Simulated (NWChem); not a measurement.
**C2H3NO (SMILES C=CN=O): levels of theory compared**

Wanted: a comparison of 6 runs (HF/STO-3G, HF/cc-pVTZ, B3LYP/6-31G*, B3LYP/aug-cc-pVDZ, PBE0/cc-pVTZ) of C2H3NO. 

The results are computed with NWChem 7.3.0.

1 further run of the same task is left out (it didn't finish). Runs told in other sessions of the task aren't counted.

### 1 The structure to begin with

The species is C2H3NO (7 atoms), meant as a singlet with charge 0. SMILES: `C=CN=O`. Geometry: relaxed at PBE0-D4/def2-TZVP. This is one conformer, not always the lowest.

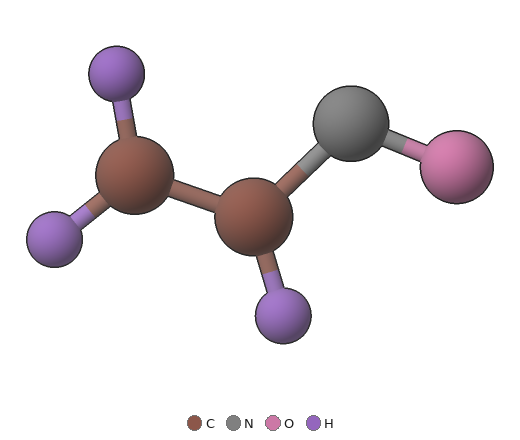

Viewed from a chosen angle; carbon brown, nitrogen grey, oxygen pink, hydrogen purple.

### 2 Energy and gradient at HF/STO-3G (run 1)

The input, test.nw:

```
echo
start test
memory 2200 mb

geometry units au noautosym nocenter noautoz
C      0.15467408     1.88415143    -0.73096496
C     -0.18018539    -0.19675828     0.63264251
N      0.25826887    -2.53998088    -0.59885421
O     -0.07515441    -4.35523290     0.73183424
H     -0.13568234     3.75214571     0.05038010
H      0.73697429     1.71846025    -2.68874012
H     -0.75891401    -0.26278531     2.60370245
end

basis "ao basis" spherical bse
* library STO-3G
end

scf
nopen 0
rhf
thresh 1e-08
maxiter 80
print medium
end

task scf gradient
```

Run with:

```bash
$ nwchem test.nw > test.out
```

The log of the run:

```text
[...]
  functions       =    23
[...]
  wavefunction    = RHF
[...]
         Total SCF energy =   -204.004159118239
      One-electron energy =   -487.481543432280
      Two-electron energy =    178.243111345808
 Nuclear repulsion energy =    105.234272968232
        Time for solution =      0.5s
[...]
                         RHF ENERGY GRADIENTS
    atom               coordinates                        gradient
                 x          y          z           x          y          z
   1 C       0.154674   1.884151  -0.730965    0.004589   0.018366  -0.017584
   2 C      -0.180185  -0.196758   0.632643    0.006144  -0.068656  -0.013350
   3 N       0.258269  -2.539981  -0.598854   -0.022906  -0.007182   0.078543
   4 O      -0.075154  -4.355233   0.731834    0.012545   0.065983  -0.049810
   5 H      -0.135682   3.752146   0.050380   -0.000489  -0.001375   0.001816
   6 H       0.736974   1.718460  -2.688740    0.000295  -0.002873  -0.000687
   7 H      -0.758914  -0.262785   2.603702   -0.000179  -0.004264   0.001072
[...]
```

Run time: 1.2 s. Hardware: 1 thread of AMD EPYC 9R45 (Zen 5), shared host; peak memory 0.1 GiB.

### 3 Energy and gradient at HF/cc-pVTZ (run 2)

The input, mymol.nw:

```
start mymol
title "C2H3NO"
memory 2200 mb
geometry noautosym nocenter noautoz
 C      0.081850     0.997050    -0.386810
 C     -0.095350    -0.104120     0.334780
 N      0.136670    -1.344100    -0.316900
 O     -0.039770    -2.304690     0.387270
 H     -0.071800     1.985550     0.026660
 H      0.389990     0.909370    -1.422820
 H     -0.401600    -0.139060     1.377820
end
basis spherical bse
 * library cc-pVTZ
end
scf
 thresh 1e-08
 maxiter 80
 print low
end
task scf gradient
```

Run with:

```bash
$ nwchem mymol.nw > mymol.out
```

The log of the run:

```text
[...]
  functions       =   162
[...]
  wavefunction    = RHF
[...]
         Total SCF energy =   -206.754236199633
      One-electron energy =   -489.434195896878
      Two-electron energy =    177.445679155980
 Nuclear repulsion energy =    105.234280541264
        Time for solution =     71.5s
[...]
                         RHF ENERGY GRADIENTS
    atom               coordinates                        gradient
                 x          y          z           x          y          z
   1 C       0.154674   1.884151  -0.730965    0.000867   0.008468  -0.003873
   2 C      -0.180185  -0.196758   0.632642    0.000155  -0.011556   0.000732
   3 N       0.258269  -2.539981  -0.598854    0.008296   0.041840  -0.032745
   4 O      -0.075154  -4.355233   0.731834   -0.007793  -0.044007   0.031280
   5 H      -0.135682   3.752145   0.050380   -0.001041   0.007294   0.002741
   6 H       0.736974   1.718460  -2.688740    0.002374  -0.001782  -0.007861
   7 H      -0.758914  -0.262785   2.603702   -0.002858  -0.000259   0.009726
 Task  times  cpu:       89.2s     wall:       89.2s
 Total times  cpu:       89.2s     wall:       89.2s
```

It took 90 s on 1 thread of AMD EPYC 9R45 (Zen 5), shared host; peak memory 0.12 GiB.

Runs 3 to 4 aren't shown in full; the table further down has their settings and results.

### 4 Energy and gradient at B3LYP/aug-cc-pVDZ (run 5)

The input, c2h3no.nw:

```
start c2h3no
title "C2H3NO B3LYP"
memory stack 880 mb heap 220 mb global 1100 mb

geometry units au noautosym nocenter noautoz
  C    0.15467408   1.88415143  -0.73096496
  C   -0.18018539  -0.19675828   0.63264251
  N    0.25826887  -2.53998088  -0.59885421
  O   -0.07515441  -4.35523290   0.73183424
  H   -0.13568234   3.75214571   0.05038010
  H    0.73697429   1.71846025  -2.68874012
  H   -0.75891401  -0.26278531   2.60370245
end

basis spherical bse
  * library aug-cc-pVDZ
end

dft
  xc b3lyp
  grid fine
  convergence energy 1e-08
  maxiter 100
  mulliken
end

task dft gradient
```

Run with:

```bash
$ nwchem c2h3no.nw > c2h3no.out
```

The log of the run:

```text
[...]
          Wavefunction type:  closed shell.
          No. of atoms     :     7
          No. of electrons :    30
[...]
          Charge           :     0
          Spin multiplicity:     1
[...]
          AO basis - number of functions:   119
[...]
              XC Information
              --------------
                         B3LYP Method XC Potential
                     Hartree-Fock (Exact) Exchange  0.200
                        Slater Exchange Functional  0.800 local
                    Becke 1988 Exchange Functional  0.720 non-local
              Lee-Yang-Parr Correlation Functional  0.810
                  VWN I RPA Correlation Functional  0.190 local
[...]
 d= 0,ls=0.0,diis     1   -207.8315401260 -3.13D+02  2.42D-02  7.65D-01     2.4
[...]
 d= 0,ls=0.0,diis    11   -207.9133953353 -4.20D-09  7.32D-07  4.59D-09    21.7
         Total DFT energy =     -207.913395335333
      One electron energy =     -489.668175385676
           Coulomb energy =      203.867118801743
    Exchange-Corr. energy =      -27.346611719632
 Nuclear repulsion energy =      105.234272968232
[...]
      Total Density - Mulliken Population Analysis
     ---------------------------------------------
    Atom       Charge   Shell Charges
 -----------   ------   -------------------------------------------------------
    1 C    6     5.22   2.02  0.68  0.70 -0.17  2.07  0.01  0.02  0.04 -0.16
    2 C    6     4.87   2.02  0.69  0.37 -0.20  2.09 -0.14  0.12  0.08 -0.15
    3 N    7     7.02   2.01  0.83  0.89  0.13  2.24  0.80  0.00  0.08  0.03
    4 O    8     8.53   2.01  0.86  1.12  0.19  2.78  1.45  0.07  0.02  0.03
    5 H    1     1.46   0.78  0.69  0.01  0.03 -0.05
    6 H    1     1.43   0.77  0.67  0.01  0.03 -0.05
    7 H    1     1.47   0.78  0.70  0.02  0.03 -0.05
[...]
  wavefunction    = closed shell
                         DFT ENERGY GRADIENTS
    atom               coordinates                        gradient
                 x          y          z           x          y          z
   1 C       0.154674   1.884151  -0.730965   -0.001289  -0.008023   0.005250
   2 C      -0.180185  -0.196758   0.632643    0.001535   0.003804  -0.005626
   3 N       0.258269  -2.539981  -0.598854   -0.004232  -0.012626   0.015746
   4 O      -0.075154  -4.355233   0.731834    0.003333   0.021244  -0.013635
   5 H      -0.135682   3.752146   0.050380    0.000642  -0.004410  -0.001692
   6 H       0.736974   1.718460  -2.688740   -0.001281  -0.000292   0.004379
   7 H      -0.758914  -0.262785   2.603702    0.001293   0.000303  -0.004422
[...]
```

Run time: 31 s. Hardware: 1 thread of AMD EPYC 9R45 (Zen 5), shared host; peak memory 0.12 GiB.

### 5 Energy and gradient at PBE0/cc-pVTZ (run 6)

The input, mymol.nw:

```
start mymol
memory total 2200 mb
geometry noautosym nocenter noautoz
   C      0.081850     0.997050    -0.386810
   C     -0.095350    -0.104120     0.334780
   N      0.136670    -1.344100    -0.316900
   O     -0.039770    -2.304690     0.387270
   H     -0.071800     1.985550     0.026660
   H      0.389990     0.909370    -1.422820
   H     -0.401600    -0.139060     1.377820
end
basis "ao basis" spherical bse
   * library cc-pVTZ
end
dft
   xc pbe0
   grid fine
   convergence energy 1e-08
   maxiter 100
   mulliken
end
task dft gradient
```

Run with:

```bash
$ nwchem mymol.nw > mymol.out
```

The log of the run:

```text
[...]
          Wavefunction type:  closed shell.
          No. of atoms     :     7
          No. of electrons :    30
[...]
          Charge           :     0
          Spin multiplicity:     1
[...]
          AO basis - number of functions:   162
[...]
              XC Information
              --------------
                         PBE0 Method XC Functional
                     Hartree-Fock (Exact) Exchange  0.250
          PerdewBurkeErnzerhof Exchange Functional  0.750
            Perdew 1991 LDA Correlation Functional  1.000 local
           PerdewBurkeErnz. Correlation Functional  1.000 non-local
[...]
 d= 0,ls=0.0,diis     1   -207.6389200999 -3.13D+02  5.81D-03  8.09D-01     4.6
[...]
 d= 0,ls=0.0,diis    11   -207.7171263268 -2.58D-09  4.21D-07  4.58D-09    43.3
         Total DFT energy =     -207.717126326761
      One electron energy =     -489.938497196932
           Coulomb energy =      204.098067464249
    Exchange-Corr. energy =      -27.110977135342
 Nuclear repulsion energy =      105.234280541264
[...]
      Total Density - Mulliken Population Analysis
     ---------------------------------------------
    Atom       Charge   Shell Charges
 -----------   ------   -------------------------------------------------------
    1 C    6     6.22   1.96  0.18  0.81  0.33  0.85  1.45  0.56  0.01  0.05  0.01
    2 C    6     6.03   1.96  0.19  0.81  0.25  0.85  1.45  0.42  0.02  0.08  0.01
    3 N    7     6.94   1.95  0.24  0.97  0.48  0.94  1.61  0.62  0.02  0.10  0.01
    4 O    8     8.19   1.94  0.26  1.02  0.60  1.26  2.02  1.05  0.01  0.04  0.00
    5 H    1     0.85   0.27  0.46  0.10  0.01  0.02  0.00
    6 H    1     0.86   0.27  0.45  0.11  0.01  0.02  0.00
    7 H    1     0.90   0.27  0.46  0.14  0.01  0.02  0.00
[...]
  wavefunction    = closed shell
                         DFT ENERGY GRADIENTS
    atom               coordinates                        gradient
                 x          y          z           x          y          z
   1 C       0.154674   1.884151  -0.730965    0.000014  -0.000401  -0.000005
   2 C      -0.180185  -0.196758   0.632642    0.000201  -0.000711  -0.000608
   3 N       0.258269  -2.539981  -0.598854   -0.000376  -0.000252   0.001301
   4 O      -0.075154  -4.355233   0.731834    0.000233   0.000882  -0.000883
   5 H      -0.135682   3.752145   0.050380   -0.000063   0.000349   0.000180
   6 H       0.736974   1.718460  -2.688740    0.000142   0.000124  -0.000494
   7 H      -0.758914  -0.262785   2.603702   -0.000150   0.000009   0.000508
[...]
```

Run time: 60 s. Hardware: 1 thread of AMD EPYC 9R45 (Zen 5), shared host; peak memory 0.14 GiB.

### 6 The series

```
run                               level  iteration cap  module  energy (Eh)  dipole moment (D)  HOMO energy (eV)  LUMO energy (eV)  wall time
  1                           HF/STO-3G             80     scf  -204.004159               2.13             -8.23              5.25      1.2 s
  2                          HF/cc-pVTZ             80     scf  -206.754236                  –                 –                 –       90 s
  3  B3LYP/6-31G* (spherical functions)            100     dft  -207.874079               3.11             -5.98             -2.64       14 s
  4  B3LYP/6-31G* (Cartesian functions)            100     dft  -207.878691               3.12             -6.00             -2.65       14 s
  5                   B3LYP/aug-cc-pVDZ            100     dft  -207.913395               3.31             -6.46             -3.12       31 s
  6                        PBE0/cc-pVTZ            100     dft  -207.717126               3.13             -6.59             -2.73       60 s
```

### 7 Results

| quantity | value |
| --- | --- |
| run 6: total energy | -207.71713 Eh |
| run 6: dipole moment | 3.13 D |
| run 6: HOMO energy | -6.59 eV |
| run 6: LUMO energy | -2.73 eV |
| run 6: HOMO–LUMO gap | 3.86 eV |
| run 6: largest force on an atom | 0.071 eV/Å |

Over runs 1, 3, 4, 5, 6 the dipole moment (its size) runs from 2.13 D (HF/STO-3G) to 3.31 D (B3LYP/aug-cc-pVDZ). The two ends differ in method and basis. Over runs 1, 3, 4, 5, 6 the HOMO–LUMO gap runs from 3.34 eV (B3LYP/6-31G*) to 13.49 eV (HF/STO-3G). Totals of different functionals can't be ranked against each other. In run 1 the basis is minimal, so the values are rough. All runs together took 3.5 min, the longest 90 s.
